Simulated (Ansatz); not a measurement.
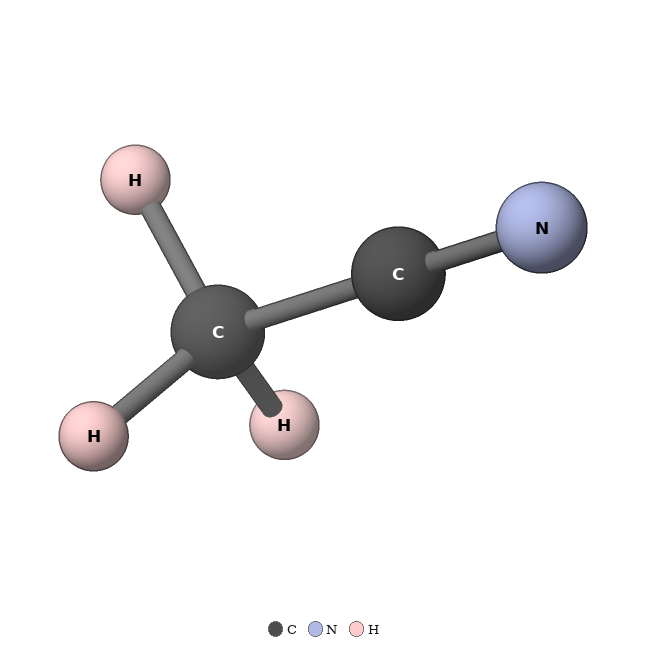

Rendered structure (ball-and-stick style).

Identify the structure.

Formula C₂H₃N. This geometry has C3v symmetry. Coordination: 1 C tetrahedral; 1 C linear.

More results for the same structure follow; atom numbers are the same in all pictures, views and colours differ. The computed structure is the end point of a PBE0-D4/def2-TZVP optimisation. No frequency run is at hand to confirm it as a minimum.

Electronic properties

No frequency run is at hand to confirm it as a minimum. Properties computed with RKS PBE0-D4/def2-TZVPPD (Ansatz 0.2.0).

Question: Estimate the LUMO energy (Kohn–Sham orbital).

Answer: 0.00 eV.

Question: Give the HOMO energy (Kohn–Sham orbital) at this level.

Answer: −9.49 eV.

Dipole moment

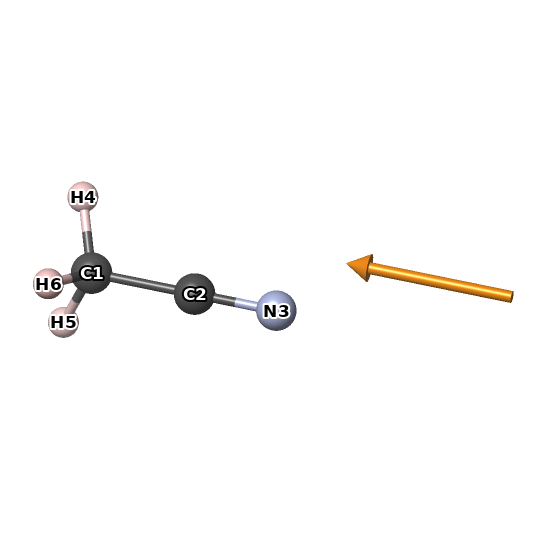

The arrow beside the molecule shows the direction of the dipole moment, from the negative to the positive end (its length means nothing). No frequency run is at hand to confirm it as a minimum. Method: RKS PBE0-D4/def2-TZVP (Ansatz 0.2.0).

Question: Estimate the dipole moment.

Answer: 4.02 D; it points from the side of N3 to the side of H4, H5, H6 (the outermost atoms at the two ends).

Charges

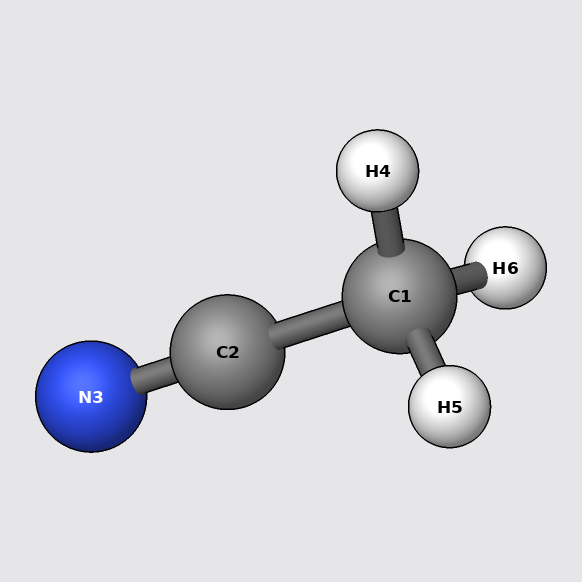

The questions are on Mulliken charges. No frequency run is at hand to confirm it as a minimum. Method: RKS PBE0-D4/def2-TZVP (Ansatz 0.2.0).

List the Mulliken charges.

```json
{"atom": "C1", "value (e)": "−0.25"}
{"atom": "C2", "value (e)": "−0.24"}
{"atom": "N3", "value (e)": "−0.01"}
{"atom": "H4", "value (e)": "0.17"}
{"atom": "H5", "value (e)": "0.17"}
{"atom": "H6", "value (e)": "0.17"}
```

Mulliken values depend strongly on the basis set and can even reverse the polarity of a bond.
